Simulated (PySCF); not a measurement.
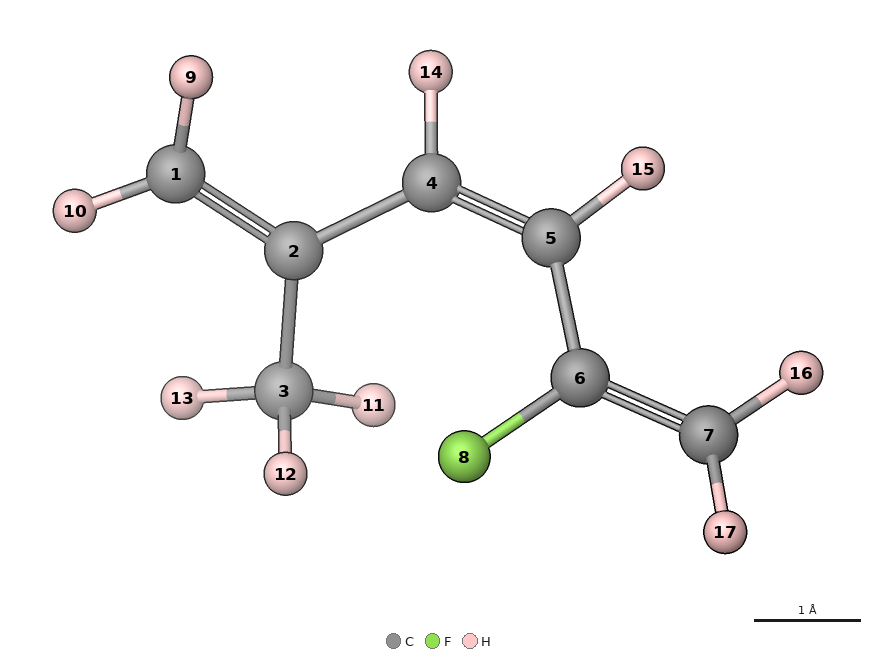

Orthographic view. Distant atoms are faded towards the background colour. Geometry: a frame of a GFN2-xTB molecular-dynamics simulation, not a minimum.

Write a MOL file (V2000) with the atoms in numerical order, bonds sorted by atom number with the orders drawn, and coordinates in the frame of the picture: x right, y up, z towards the viewer, origin at the mean position.

```
C7H9F
                    3D

 17 16  0  0  0  0  0  0  0  0999 V2000
   -2.3400    1.2600   -0.1100 C   0  0  0  0  0  0  0  0  0  0  0  0
   -1.2200    0.5300   -0.4100 C   0  0  0  0  0  0  0  0  0  0  0  0
   -1.3200   -0.7900   -1.1500 C   0  0  0  0  0  0  0  0  0  0  0  0
    0.0800    1.1700   -0.1500 C   0  0  0  0  0  0  0  0  0  0  0  0
    1.2100    0.6500    0.3300 C   0  0  0  0  0  0  0  0  0  0  0  0
    1.4800   -0.6700    0.8000 C   0  0  0  0  0  0  0  0  0  0  0  0
    2.7000   -1.2100    1.0400 C   0  0  0  0  0  0  0  0  0  0  0  0
    0.3900   -1.4200    1.1300 F   0  0  0  0  0  0  0  0  0  0  0  0
   -2.1900    2.1700    0.4400 H   0  0  0  0  0  0  0  0  0  0  0  0
   -3.2900    0.9100   -0.2700 H   0  0  0  0  0  0  0  0  0  0  0  0
   -0.4700   -0.9300   -1.8200 H   0  0  0  0  0  0  0  0  0  0  0  0
   -1.3000   -1.5800   -0.3700 H   0  0  0  0  0  0  0  0  0  0  0  0
   -2.2800   -0.8600   -1.7000 H   0  0  0  0  0  0  0  0  0  0  0  0
    0.0700    2.2200   -0.4800 H   0  0  0  0  0  0  0  0  0  0  0  0
    2.0800    1.3100    0.3700 H   0  0  0  0  0  0  0  0  0  0  0  0
    3.5700   -0.6200    0.6900 H   0  0  0  0  0  0  0  0  0  0  0  0
    2.8500   -2.1300    1.6700 H   0  0  0  0  0  0  0  0  0  0  0  0
  1  2  2  0
  1  9  1  0
  1 10  1  0
  2  3  1  0
  2  4  1  0
  3 11  1  0
  3 12  1  0
  3 13  1  0
  4  5  2  0
  4 14  1  0
  5  6  1  0
  5 15  1  0
  6  7  2  0
  6  8  1  0
  7 16  1  0
  7 17  1  0
M  END
```
